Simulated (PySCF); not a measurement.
**GeSiH6O (SMILES [OH][GeH2][SiH3]): CAM-B3LYP/cc-pVDZ**

Aim: the energy change on altering one bond length of GeSiH6O at CAM-B3LYP/cc-pVDZ, from 2 runs. The job is set up through a Python script.

Program for the calculation: PySCF 2.14.0.

2 further runs of the same task are left out: 2 set aside as unsound or not needed.

## (1) The system as given

The species is GeSiH6O (9 atoms), meant as a singlet with charge 0. As SMILES, `[OH][GeH2][SiH3]`. Geometry: relaxed at PBE0-D4/def2-TZVP. This is one conformer, not always the lowest.

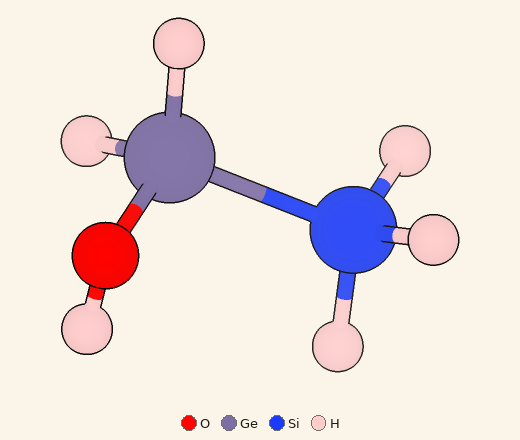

Viewed from a chosen angle; oxygen red, germanium purple, silicon blue, hydrogen pink.

## (2) A single-point energy at CAM-B3LYP/cc-pVDZ

The input, job.py:

```python
from pyscf import gto, dft

mol = gto.M(
    atom='''
O   -1.665400   1.003200  -0.854800
Ge   0.086300   0.899600  -0.495500
Si   0.525800  -1.010700   0.870400
H   -1.973400   0.267900  -1.389000
H    0.873700   0.832100  -1.824400
H    0.388100   2.226700   0.215900
H    1.986000  -1.132800   1.128400
H    0.060100  -2.236200   0.166300
H   -0.192800  -0.896100   2.165800
''',
    verbose=3,
    basis='cc-pvdz',
    max_memory=1860,
    charge=0,
)

ks = dft.RKS(mol, xc='cam-b3lyp')
ks.conv_tol = 1e-10
ks.grids.level = 5
ks.kernel()
if not ks.converged:
    ks = ks.newton().run(ks.mo_coeff, ks.mo_occ)

etot = ks.e_tot
print('E(%s) = %.9f' % ('CAM-B3LYP', etot))
```

Run with:

```
$ OMP_NUM_THREADS=1 python job.py
```

The log of the run:

```text
converged SCF energy = -2445.39191445268
E(CAM-B3LYP) = -2445.391914453
```

Run time: 36 s. Hardware: 1 thread of Intel Xeon at 2.70GHz, shared host; peak memory 0.46 GiB.

## (3) The distorted shape, same level

The input, job.py:

```python
from pyscf import gto, dft

mol = gto.Mole()
mol.atom = [
    ('O', (-1.295799, 1.885562, -0.213759)),
    ('Ge', (0.455901, 1.781962, 0.145541)),
    ('Si', (0.895401, -0.128338, 1.511441)),
    ('H', (-1.973400, 0.267900, -1.389000)),
    ('H', (1.243301, 1.714462, -1.183359)),
    ('H', (0.757701, 3.109062, 0.856941)),
    ('H', (2.355601, -0.250438, 1.769441)),
    ('H', (0.429701, -1.353838, 0.807341)),
    ('H', (0.176801, -0.013738, 2.806841)),
]
mol.max_memory = 1860
mol.basis = 'cc-pvdz'
mol.spin = 0
mol.charge = 0
mol.verbose = 3
mol.build()

mf = dft.RKS(mol)
mf.xc = 'cam-b3lyp'
mf.conv_tol = 1e-10
mf.grids.level = 5
mf.kernel()
if not mf.converged:
    mf = mf.newton().run(mf.mo_coeff, mf.mo_occ)

energy = mf.e_tot
print('E = %.10f Eh' % energy)
```

Run with:

```
$ OMP_NUM_THREADS=1 python job.py
```

The log of the run:

```text
converged SCF energy = -2445.18853724419
E = -2445.1885372442 Eh
```

Run time: 50 s. Hardware: 1 thread of Intel Xeon at 2.70GHz, shared host; peak memory 0.46 GiB.

## (4) Results

At CAM-B3LYP/cc-pVDZ:

| quantity | value |
| --- | --- |
| first shape: total energy | -2445.39191 Eh |
| first shape: dipole moment | 1.45 D |
| first shape: HOMO energy | -8.88 eV |
| first shape: LUMO energy | 0.97 eV |
| first shape: HOMO–LUMO gap | 9.85 eV |
| distorted shape: total energy | -2445.18854 Eh |
| distorted shape: dipole moment | 1.51 D |
| distorted shape: HOMO energy | -8.77 eV |
| distorted shape: LUMO energy | -3.69 eV |
| distorted shape: HOMO–LUMO gap | 5.07 eV |
| energy change with the O1–H4 bond stretched from 0.960 to 2.111 Å | 5.534 eV |

What this shows: With the O1–H4 bond stretched from 0.960 to 2.111 Å the energy rises by 5.53 eV (128 kcal/mol). The first shape isn't relaxed at this level, so the change isn't measured from a minimum. A restricted reference can't describe the breaking bond well at this length. Mulliken charges (first shape) run from -0.40 on O1 to +0.43 on Ge2; they depend strongly on the basis. Mulliken charges (distorted shape) run from -0.41 on O1 to +0.44 on Ge2.
